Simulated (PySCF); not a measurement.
**C$_{4}$H$_{7}$N$_{2}$ (doublet): density, localisation and related maps**

```xyz
13

C    -2.2023   -0.5890   -0.6884
C    -1.1919   -0.5167    0.1711
C     0.1094    0.1030   -0.1013
N     0.4811    0.6906   -1.2126
C     1.0677    0.0518    0.9286
N     2.2512    0.6798    0.7552
H    -3.1368   -1.0568   -0.4307
H    -2.1390   -0.1835   -1.6858
H    -1.3018   -0.9372    1.1628
H    -0.2432    0.7046   -1.9231
H     0.8754   -0.4319    1.8723
H     2.3749    1.0260   -0.1875
H     3.0510    0.4597    1.3216
```

Geometry: GFN2-xTB.

The calculation used PySCF 2.14.0, density-fitted response routines, UKS B3LYP, pcH-1 on C H N, non-relativistic, mean-field spin-orbit, GIAO.

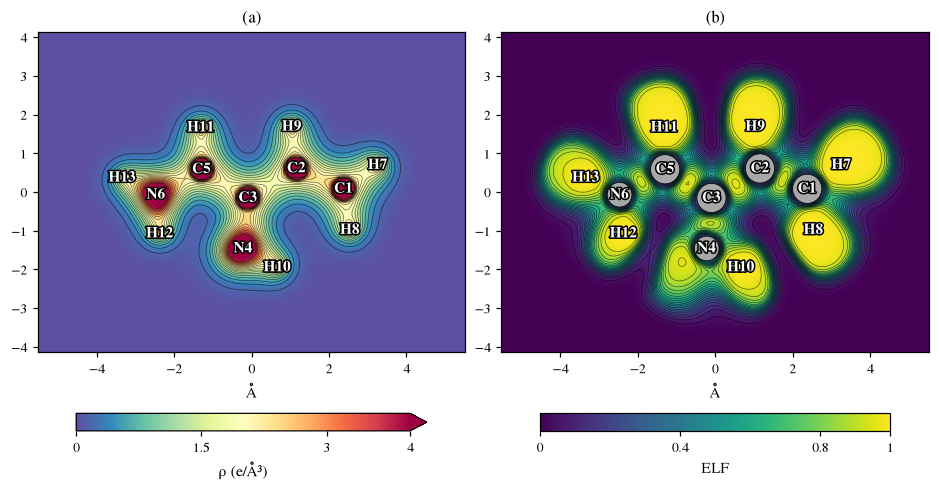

Figure 1. (a) electron density; (b) ELF on the plane of atoms C2, C3 and C5. Grey discs cover the atomic cores in the ELF map.

Q: What do the fields say about this system?

A:
- The plane passes through C, N and H nuclei.
- C–N (1.31 Å): ρ at the midpoint is about 2.6 e/Å³; the ELF peaks at about 0.90 between the atoms: a covalent bond.
- C–C (1.33 Å): ρ is about 2.3 e/Å³ halfway; the ELF peaks at about 0.95 between the atoms; a multiple bond.
- N–H (1.00 Å): ρ is about 2.9 e/Å³ halfway; the ELF climbs to about 1 towards the hydrogen, as it does in any bond to H; an ordinary covalent bond to hydrogen.
- C–N (1.35 Å): ρ is about 2.3 e/Å³ halfway; the ELF peaks at about 0.90 between the atoms, as expected for a covalent bond.
- C–C (1.41 Å): ρ at the midpoint is about 2.1 e/Å³; the ELF peaks at about 0.95 between the atoms: a covalent bond.
- The ELF also peaks beside N4, away from the bonds: non-bonding electrons, paired or unpaired.

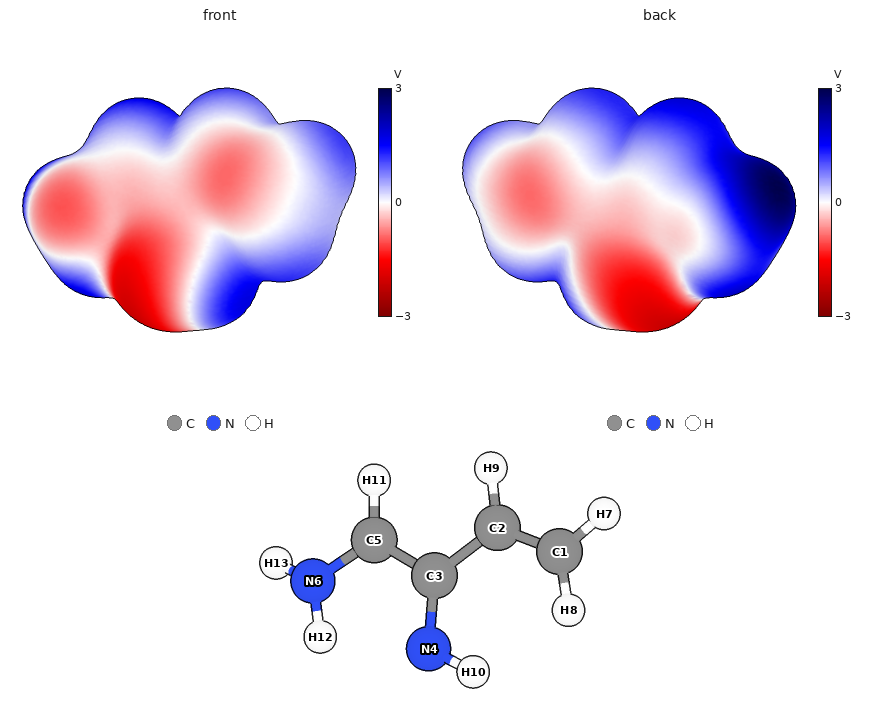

Figure 2. The molecular electrostatic potential painted on the density surface at 0.004 e/bohr³, seen from the front and from behind; red is negative and blue positive. The bare structure is drawn below in the same view.

Q: Where is the surface potential most negative and most positive?

A: The most negative region (about −2.0 V) lies over N4, the most positive (about +2.9 V) over H13. N4 is the likeliest acceptor of a hydrogen bond.
